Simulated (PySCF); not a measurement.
# Two runs on P5H5

System: P5H5, SMILES [pH]1[pH][pH][pH][pH]1.
Method of the first run: GIAO PBE0/pcSseg-1 NMR shielding, non-relativistic, IEF-PCM tetrahydrofuran (PySCF 2.14.0).

The geometry comes from this level: PBE0-D3(BJ)/def2-SVP. Text and figures count atoms from 1; the logs count them from 0 in places.

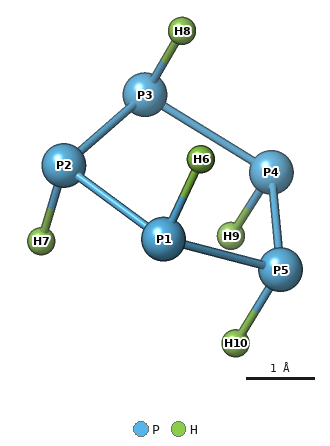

Fig. 1: The structure (ball-and-stick view, seen at a tilt; atoms are numbered from 1 in the order of the input).

**Input file, the first run**
```
{"job": {"kind": "nmr", "xc": "PBE0", "basis": "pcSseg-1", "solvent": "tetrahydrofuran", "pop": false}, "charge": 0, "multiplicity": 1}
P     -0.316376    -1.651042    -0.608338
P      1.564243    -1.017387     0.363212
P      1.444195     1.184416     0.473415
P     -0.695464     1.727064     0.503360
P     -1.837390    -0.130364    -0.117022
H      0.027677    -1.114452    -1.883541
H      1.110299    -1.250196     1.695224
H      1.617233     1.368428    -0.929791
H     -0.828838     1.503042     1.906556
H     -2.034572    -0.637025     1.202687
```

The first line tells a small driver script what to run in PySCF; the rest is the geometry in Å.

Command:
```bash
OMP_NUM_THREADS=1 python <driver script> task.json out
```

Hardware: 1 CPU thread, shared host.

**Output (the first run)**
```
coarse grid: 11224 points
cycle   1  E = -1709.0555533585  dE =  2.973e-01  |g| = 1.599e-01  |ddm| = 3.170e+00
cycle   2  E = -1709.0595705474  dE = -4.017e-03  |g| = 5.930e-02  |ddm| = 2.595e-01
cycle   3  E = -1709.0601812595  dE = -6.107e-04  |g| = 1.826e-02  |ddm| = 9.845e-02
cycle   4  E = -1709.0602921239  dE = -1.109e-04  |g| = 3.880e-03  |ddm| = 3.812e-02
cycle   5  E = -1709.0602980515  dE = -5.928e-06  |g| = 8.439e-04  |ddm| = 8.956e-03
final grid: 86496 points
cycle   6  E = -1709.0903364780  dE = -2.021e-05  |g| = 2.441e-03  |ddm| = 3.607e-02
cycle   7  E = -1709.0903372624  dE = -7.844e-07  |g| = 1.999e-03  |ddm| = 7.596e-03
cycle   8  E = -1709.0903383005  dE = -1.038e-06  |g| = 2.244e-04  |ddm| = 3.455e-03
cycle   9  E = -1709.0903383153  dE = -1.480e-08  |g| = 7.303e-05  |ddm| = 4.743e-04
cycle  10  E = -1709.0903383169  dE = -1.592e-09  |g| = 2.093e-05  |ddm| = 1.400e-04
cycle  11  E = -1709.0903383170  dE = -1.455e-10  |g| = 4.414e-06  |ddm| = 4.160e-05
converged SCF energy = -1709.0903383170

GIAO shielding tensors (ppm)
atom      isotropic    diamagn.    paramagn.     s11        s22        s33       span
  0 P      332.953     966.637    -633.684     25.939    449.396    523.525    497.585
  1 P      319.877     966.620    -646.743      3.152    454.343    502.137    498.985
  2 P      337.015     966.652    -629.637     33.026    453.443    524.576    491.550
  3 P      344.474     966.271    -621.796    -19.800    490.239    562.985    582.785
  4 P      342.527     966.317    -623.790    -10.581    481.059    557.103    567.684
  5 H       28.782      29.602      -0.820     21.948     25.636     38.763     16.815
  6 H       28.653      29.755      -1.102     22.127     25.463     38.368     16.241
  7 H       28.757      29.631      -0.874     21.657     25.756     38.857     17.200
  8 H       27.671      29.812      -2.141     20.304     25.345     37.364     17.059
  9 H       27.795      29.919      -2.124     20.626     25.356     37.404     16.778
```

The input of the second run differs as follows (lines with − go, lines with + come):
```diff
-"solvent": "tetrahydrofuran"
-"pop": false
+"solvent": "chloroform"
+"pop": true
```

Predict how the results change.

The total energy of the second run is 0.7 kcal/mol higher: the change of the electrostatic solvation energy at this fixed geometry, without cavity or dispersion terms. The dipole moment goes from 0.94 to 0.90 D. Of all shieldings, the largest change is that of P1 and P3, by −1.2 ppm. The number of SCF iterations is the same.

**Output (the second run)**
```
coarse grid: 11224 points
cycle   1  E = -1709.0543447906  dE =  2.984e-01  |g| = 1.608e-01  |ddm| = 3.170e+00
cycle   2  E = -1709.0583451264  dE = -4.000e-03  |g| = 6.156e-02  |ddm| = 2.642e-01
cycle   3  E = -1709.0590336615  dE = -6.885e-04  |g| = 1.940e-02  |ddm| = 1.052e-01
cycle   4  E = -1709.0591586011  dE = -1.249e-04  |g| = 3.836e-03  |ddm| = 3.968e-02
cycle   5  E = -1709.0591643540  dE = -5.753e-06  |g| = 9.555e-04  |ddm| = 8.971e-03
final grid: 86496 points
cycle   6  E = -1709.0892035337  dE = -2.027e-05  |g| = 2.529e-03  |ddm| = 3.634e-02
cycle   7  E = -1709.0892043179  dE = -7.841e-07  |g| = 2.107e-03  |ddm| = 7.895e-03
cycle   8  E = -1709.0892054885  dE = -1.171e-06  |g| = 2.454e-04  |ddm| = 3.626e-03
cycle   9  E = -1709.0892055062  dE = -1.767e-08  |g| = 7.879e-05  |ddm| = 5.194e-04
cycle  10  E = -1709.0892055080  dE = -1.836e-09  |g| = 2.511e-05  |ddm| = 1.572e-04
cycle  11  E = -1709.0892055082  dE = -2.083e-10  |g| = 4.075e-06  |ddm| = 4.814e-05
converged SCF energy = -1709.0892055082

GIAO shielding tensors (ppm)
atom      isotropic    diamagn.    paramagn.     s11        s22        s33       span
  0 P      331.732     966.576    -634.844     24.059    447.898    523.239    499.179
  1 P      318.733     966.564    -647.831      1.656    452.719    501.825    500.169
  2 P      335.801     966.594    -630.792     31.219    451.997    524.188    492.970
  3 P      343.768     966.214    -622.446    -21.537    489.300    563.541    585.077
  4 P      341.745     966.258    -624.513    -12.204    479.904    557.534    569.738
  5 H       28.838      29.618      -0.779     21.991     25.710     38.813     16.822
  6 H       28.725      29.782      -1.057     22.186     25.558     38.431     16.245
  7 H       28.810      29.647      -0.836     21.698     25.828     38.906     17.207
  8 H       27.731      29.844      -2.113     20.352     25.431     37.410     17.059
  9 H       27.860      29.952      -2.093     20.677     25.449     37.453     16.777
```

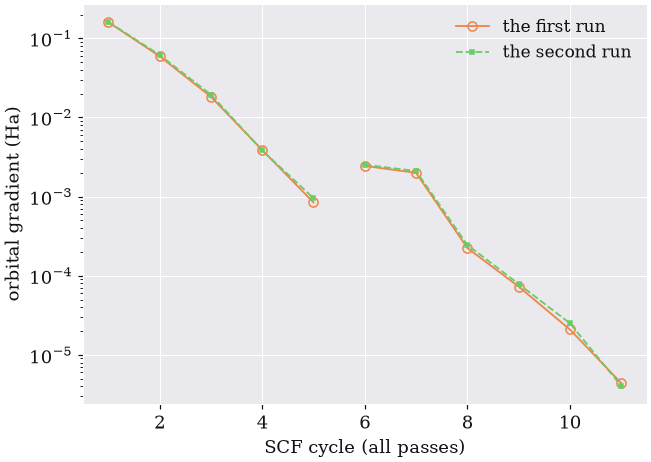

Fig. 2: Convergence of the two runs: orbital gradient against the SCF cycle. A break in a curve parts two SCF passes (coarse and final grid). The first run takes 11 cycles in all, and the second run takes 11.

**The two runs side by side**

| quantity | the first run | the second run |
| --- | --- | --- |
| outcome | converged | converged |
| total energy (hartree) | −1709.090338 | −1709.089206 |
| HOMO (eV) | −6.81 | −6.83 |
| LUMO (eV) | −0.91 | −0.95 |
| dipole moment (D) | 0.94 | 0.90 |
| shielding of P1 (ppm) | 333.0 | 331.7 |
| shielding of P2 (ppm) | 319.9 | 318.7 |
| shielding of P3 (ppm) | 337.0 | 335.8 |
| shielding of P4 (ppm) | 344.5 | 343.8 |
| shielding of P5 (ppm) | 342.5 | 341.7 |
| shielding of H7 (ppm) | 28.7 | 28.7 |
| shielding of H10 (ppm) | 27.8 | 27.9 |
| SCF iterations | 11 | 11 |
| basis functions | 145 | 145 |
| wall time (shared host) | 11 s | 12 s |
